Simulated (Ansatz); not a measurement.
## Electronic structure of CH2Ge2O in real space

```yaml
atoms:
  - { symbol: C, position_ang: [0.3387, -2.1657, 0.4204] }
  - { symbol: Ge, position_ang: [-0.7357, -2.0578, 2.1453] }
  - { symbol: Ge, position_ang: [-1.3508, -2.8469, -0.4865] }
  - { symbol: O, position_ang: [-2.1542, -2.0643, 0.9727] }
  - { symbol: H, position_ang: [1.3409, -2.6083, 0.3189] }
  - { symbol: H, position_ang: [0.3730, -1.1062, 0.0947] }
```

Geometry: B3LYP-D3(BJ)/def2-SVP.

These are results of isolated molecule in a Gaussian basis; Kohn-Sham density functional theory, functional PBE0 (Ansatz), not measurements.

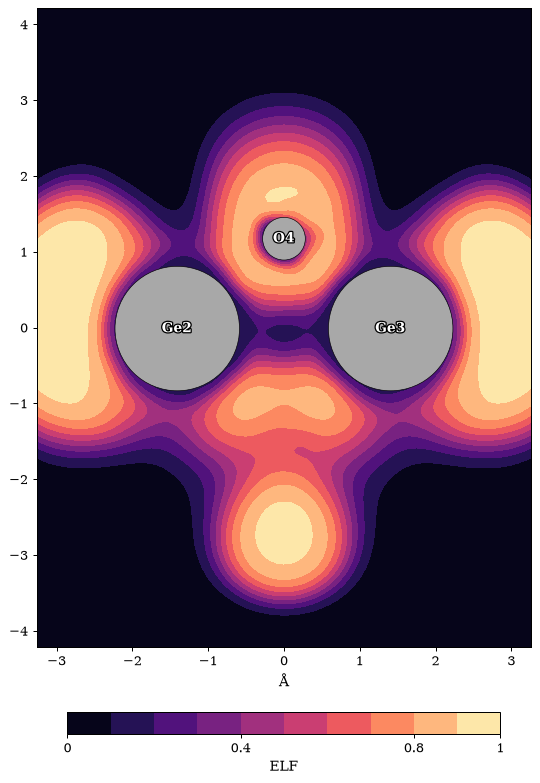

Figure 1. ELF on the plane of atoms Ge2, O4 and Ge3. Grey discs cover the atomic cores.

Describe what can be read from this map.

Answer. The plane passes through Ge and O nuclei. Ge–O (1.84 Å): the ELF peaks at about 0.85 in the valence shell of O, 0.6 Å from its nucleus, and is about 0.30 at the midpoint. The ELF also peaks beside O4, away from the bonds: lone-pair regions.

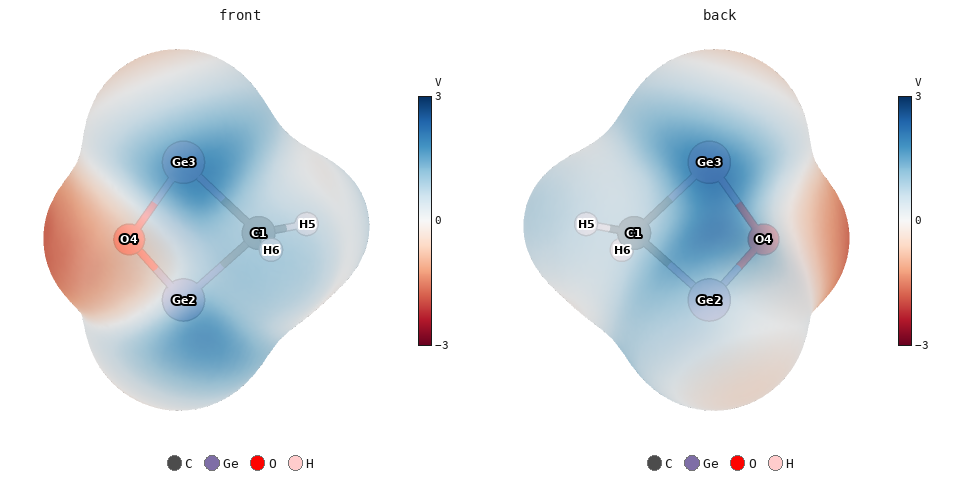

Figure 2. The electrostatic potential painted on the density surface at 0.002 e/bohr³, seen from the front and from behind; the colour scale runs from red (negative) to blue (positive).

Describe the electrostatic potential map.

Answer. The most negative region (about −1.7 V) lies over O4, the most positive (about +2.1 V) over Ge2 and Ge3. O4 is the likeliest acceptor of a hydrogen bond.

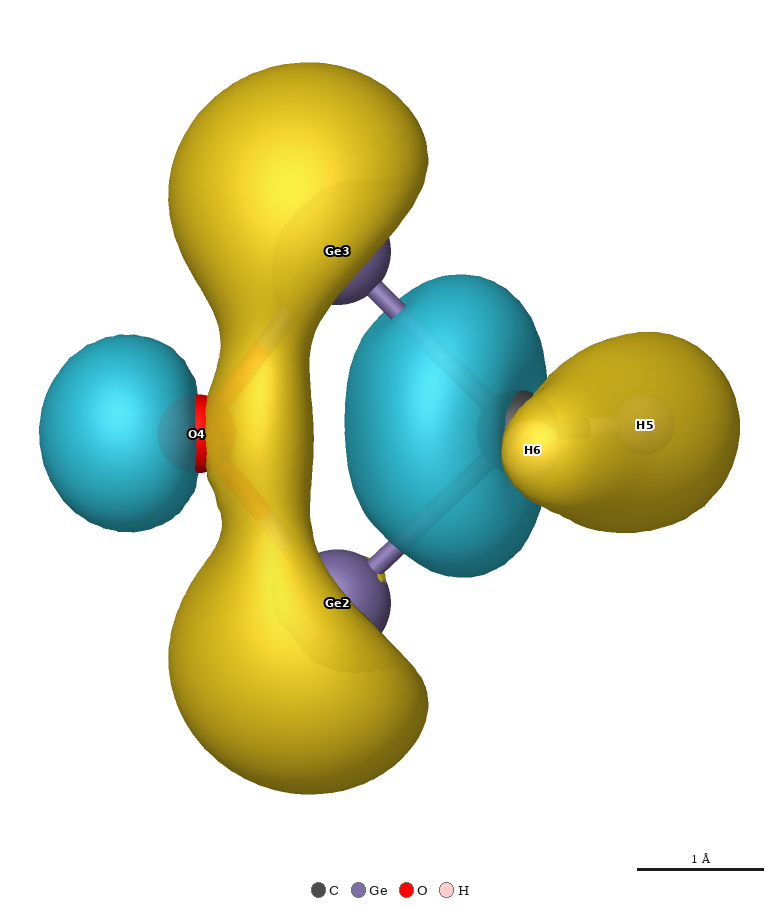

Figure 3. The HOMO−1 at ±0.1 Å⁻³ᐟ² (yellow and cyan are the two phases), seen across its widest extent.

Describe this orbital and give its energy.

Answer. Its weight (Hirshfeld) is mainly on C1 (about 30 %), Ge2 (about 20 %), Ge3 (about 20 %) and O4 (about 20 %). Its energy is −7.71 eV.
